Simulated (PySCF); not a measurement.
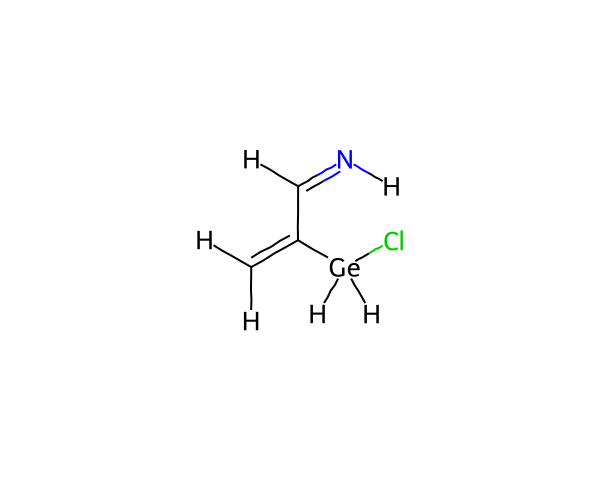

Transcribe the drawing into SMILES.

[H]/N=C\[C](=C)[GeH2][Cl]

What is the molecular formula?

C3H6ClGeN.

An optimisation with GFN2-xTB gave a structure of which point group?

C1. Other conformers may differ.

More results for the same structure follow; atom numbers are the same in all pictures, views and colours differ. The geometry was computed by an optimisation with GFN2-xTB. No frequency run is at hand to confirm it as a minimum.

## Dipole moment

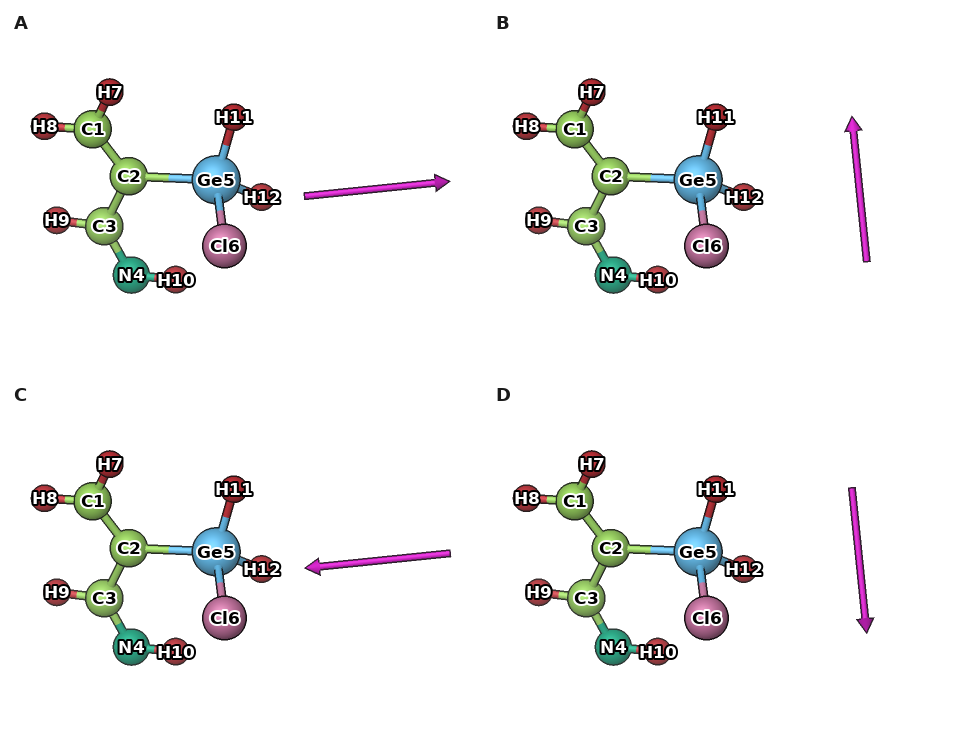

The same molecule four times, each with an arrow. No frequency run is at hand to confirm it as a minimum. Method: PBE0/def2-SVPD, gas phase (PySCF 2.14.0).

Which arrow points along the dipole moment, from the negative to the positive end?

B. The dipole moment is 3.25 D; it points from the side of H10 to the side of H7 (the outermost atoms at the two ends).

## Excitation

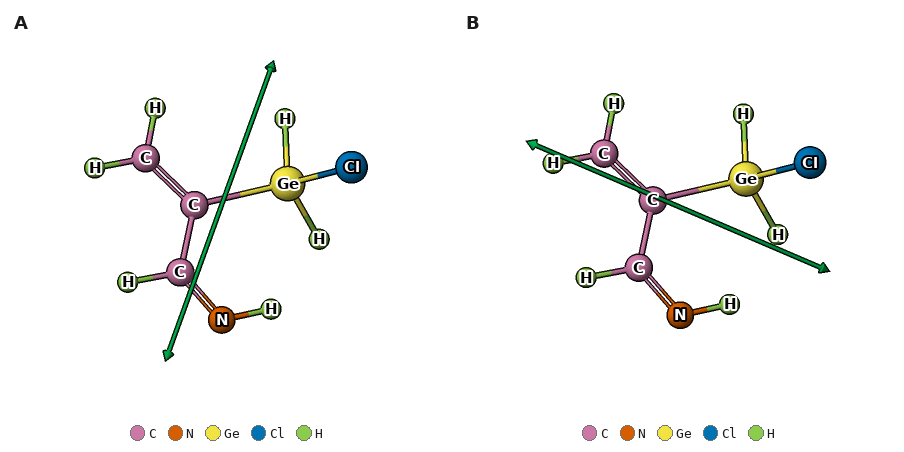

The double arrows show the directions of two transition dipoles from the ground state (lengths mean nothing). No frequency run is at hand to confirm it as a minimum. Level of theory: TDDFT PBE0/def2-SVPD, vertical, gas phase, core orbitals frozen in the response (PySCF 2.14.0).

One belongs to singlet state 6 and one to singlet state 7. Which is which?

A: state 6, 6.75 eV (184 nm), oscillator strength 0.036, mainly HOMO−1 → LUMO+1 (weight 0.95).
B: state 7, 6.95 eV (178 nm), oscillator strength 0.016, mainly HOMO → LUMO+2 (weight 0.78).

## Polarisability

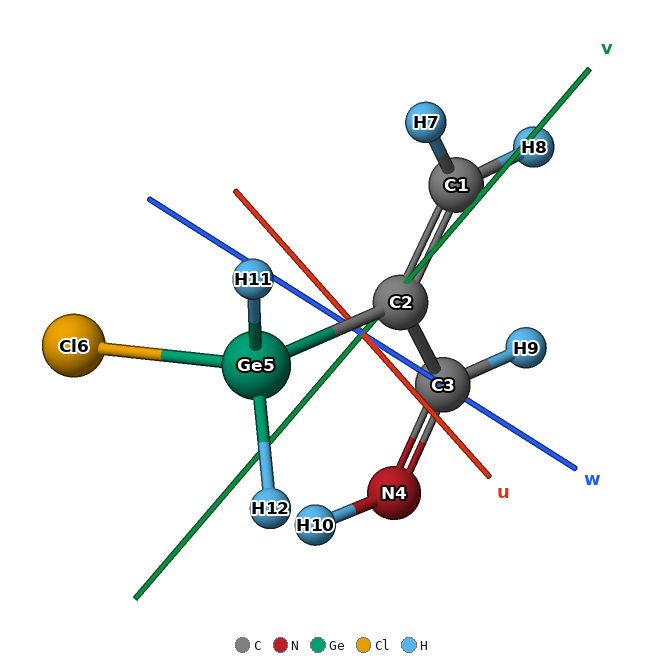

The lines u, v and w are the principal axes of the static dipole polarisability. No frequency run is at hand to confirm it as a minimum. Level of theory: PBE0/def2-SVPD (PySCF 2.14.0).

Along which axis is the molecule most polarisable, and along which least?

Most along v, least along u.

Give the three principal values.

u 69.4, v 103.8, w 88.5 bohr³; mean 87.2, anisotropy 29.8 bohr³.

The geometry is semi-empirical. Around Ge such bond lengths and angles can be off by a tenth of an ångström or more and by several degrees, and values that hang on the shape move with them.
